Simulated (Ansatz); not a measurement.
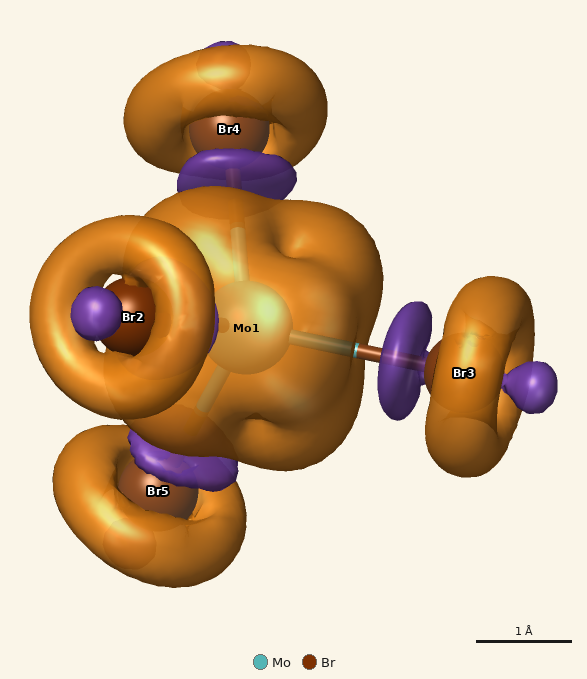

Figure. Br₄Mo (triplet). Isosurfaces of the spin density (α minus β) at +0.015 (orange) and −0.015 e/Å³ (purple), seen at a tilt.

Geometry: PBE-D4/def2-SVP; core potentials replace the inner electrons of Mo.

Theory: UKS PBE0-D4/def2-TZVP in Ansatz 0.2.0.

```
atom    x (Å)    y (Å)    z (Å)
  Mo   0.0000   0.0000   0.0000
  Br   0.0102  -0.0156   2.3943
  Br   2.2541   0.0104  -0.8076
  Br  -1.1366   1.9575  -0.7806
  Br  -1.1277  -1.9524  -0.8060
```

Which atoms carry the spin?

The unpaired spin (2 electrons) lies mostly on Mo1 (about 1.6), Br2 (about 0.1), Br3 (about 0.1), Br4 (about 0.1) and Br5 (about 0.1), in electrons by Hirshfeld's partition.
